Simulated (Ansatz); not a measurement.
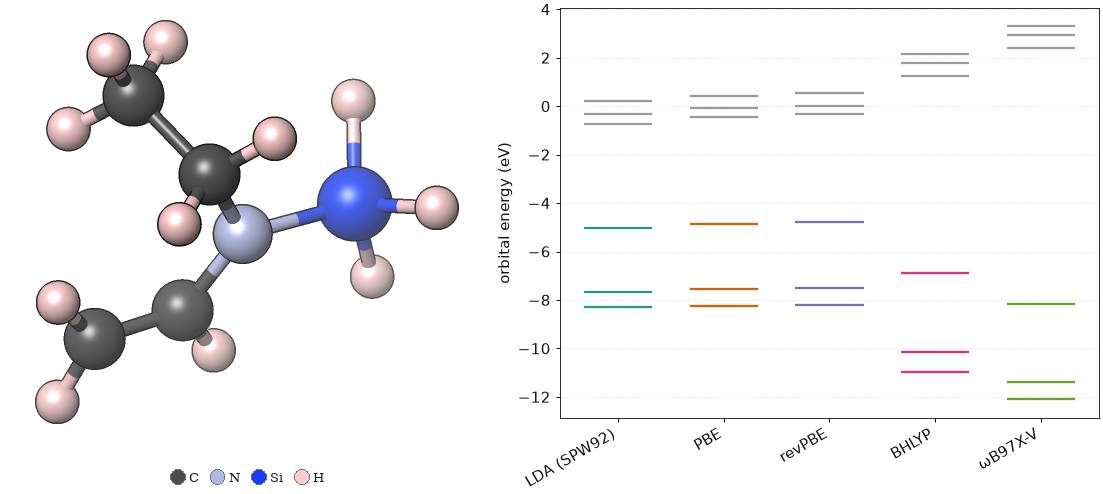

Frontier orbital energies of C₄H₁₁NSi, SMILES C=CN([SiH3])CC at one geometry, def2-TZVPP, the Ansatz code, at a PBE0-D4/def2-TZVP geometry (no frequency check). Empty levels are grey, levels within 0.1 eV stand side by side; all columns show the same few orbitals around the gap.

### How do the frontier levels move from column to column?

The separation grows from 4.30 eV (LDA (SPW92)) to 10.59 eV (ωB97X-V).

| level | HOMO (eV) | LUMO (eV) | separation (eV) |
| --- | --- | --- | --- |
| LDA (SPW92) | −5.03 | −0.74 | 4.30 |
| PBE | −4.86 | −0.46 | 4.40 |
| revPBE | −4.80 | −0.33 | 4.46 |
| BHLYP | −6.90 | 1.26 | 8.17 |
| ωB97X-V | −8.18 | 2.41 | 10.59 |

Limits of at least one run: empty levels above zero depend strongly on the basis; one conformer of a flexible molecule.
